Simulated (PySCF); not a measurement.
SMILES [CH2]C(=O)CC (C4H7O), doublet at its CAM-B3LYP/def2-SVP optimised geometry (Å):

```
12

C     -1.4010    -1.1464    -0.0003
C     -0.7219     0.1267     0.0000
O     -1.3615     1.1721     0.0000
C      0.7984     0.1267     0.0000
C      1.3941     1.5234     0.0060
H     -0.8575    -2.0941    -0.0005
H     -2.4927    -1.1488    -0.0004
H      1.1390    -0.4559     0.8736
H      1.1380    -0.4476    -0.8796
H      2.4927     1.4835     0.0047
H      1.0650     2.0941    -0.8736
H      1.0670     2.0856     0.8920
```

Level of theory: unrestricted CAM-B3LYP/def2-TZVP in PySCF.

Map of the HOMO amplitude (α) (bohr^(-3/2)) on the plane z = 1.2 Å; orbital energy -8.87 eV, overall sign arbitrary:

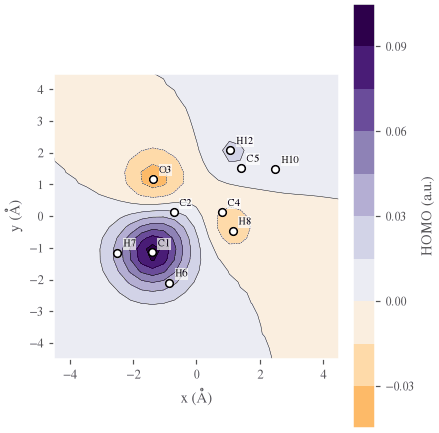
*HOMO amplitude (α) (bohr^(-3/2)) on the plane z = 1.2 Å.*
